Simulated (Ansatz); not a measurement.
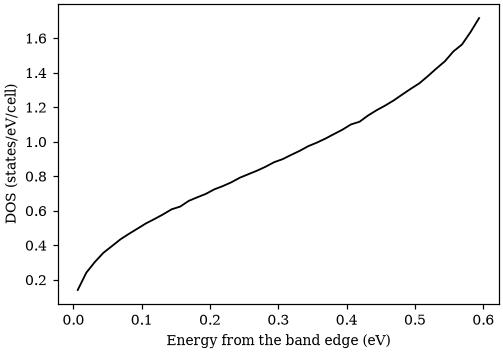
Fig. 1. Density of states of MgS (Fm-3m) below the valence band maximum, Ansatz (a program for electronic structure) with PBEsol, rigid bands; cell volume 34.8 Å³.

Q: What effective density of states at 300 K does this give (∫ g(E) exp(−E/k_BT) dE, both spins, divided by the cell's size)?

A: 1.9e20 cm⁻³, a density-of-states mass of 3.8 mₑ, valleys and band degeneracy included.

Spin-orbit coupling is left out; where it splits the top of the valence band, N_v and the p-type Seebeck coefficient come out somewhat high without it. Geometry: cell and atoms relaxed with PBEsol.
